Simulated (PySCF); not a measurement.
GeBr (charge −1, triplet)

```xyz
2

Ge    0.0000    0.0000   -1.3095
Br    0.0000    0.0000    1.2265
```

Computed with PBE0/def2-TZVPPD, non-relativistic Hamiltonian with scalar-relativistic core potentials where named, at a bond length of 2.536 Å (PySCF).

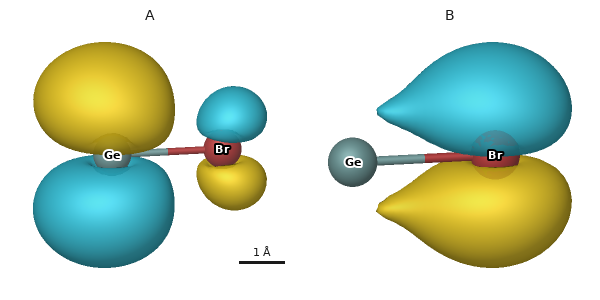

Figure 1. Two frontier α-spin orbitals, each drawn at the value that holds 80 % of its norm (yellow and cyan are the two phases), in no order; of a degenerate pair one member is drawn.

**Label each orbital by symmetry, say whether it is occupied, and order them by energy.**

Orbital B: π, occupied in this spin, −3.20 eV; mainly on Br (90 %).
Orbital A: π, occupied in this spin, 0.33 eV; mainly on Ge (90 %).

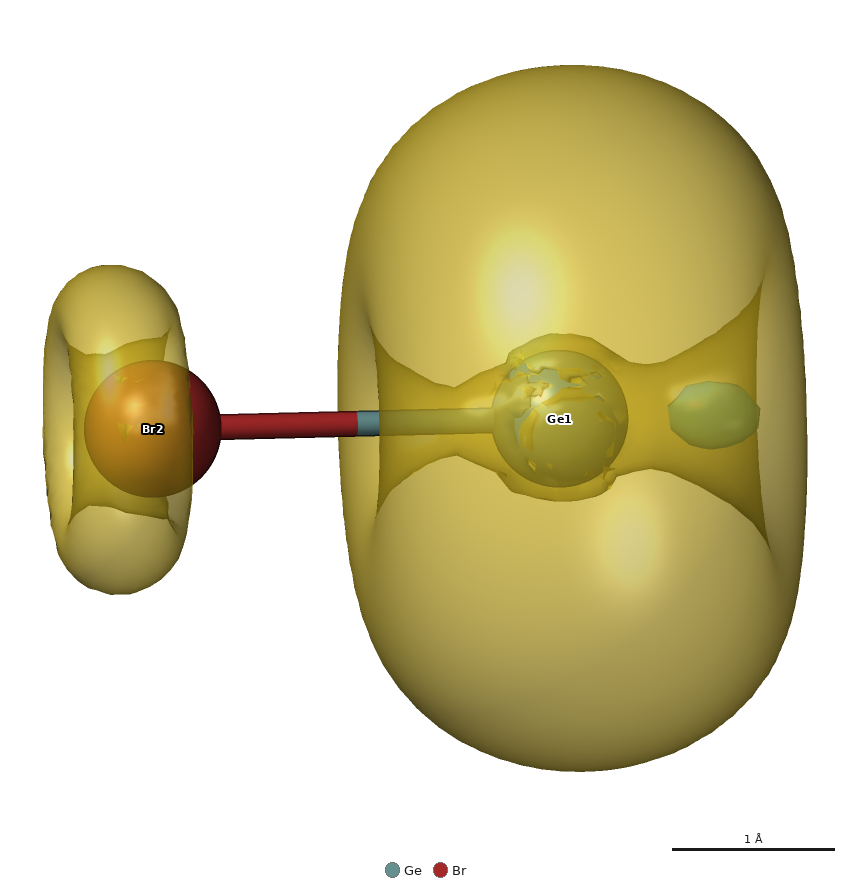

Figure 2. Isosurfaces of the spin density (α minus β) at +0.015 (yellow) and −0.015 e/Å³ (cyan), seen from one side.

**Describe the spin distribution.**

The unpaired spin (2 electrons) lies mostly on Ge1 (about 1.9) and Br2 (about 0.1), in electrons by Hirshfeld's partition.

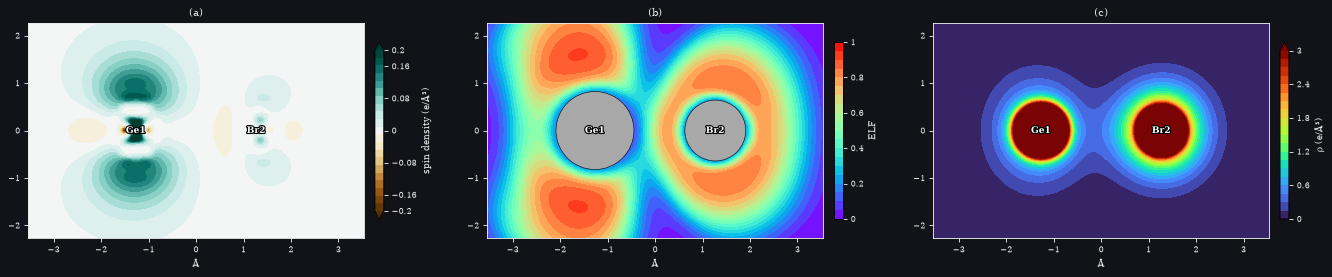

Figure 3. (a) spin density (α minus β); (b) electron localisation function; (c) total electron density on a plane that holds the molecular axis. Grey discs cover the atomic cores in the ELF map.

**Read the bonding off the picture.**

- Atoms in the plane: Ge and Br.
- Ge–Br (2.54 Å): ρ is about 0.44 e/Å³ halfway, with its minimum of 0.39 e/Å³ about 1.1 Å from Ge; the ELF peaks at about 0.80 in the valence shell of Br, 1.0 Å from its nucleus, and is about 0.60 at the midpoint.
- The ELF also peaks beside Br2, away from the bonds: non-bonding electrons, paired or unpaired.
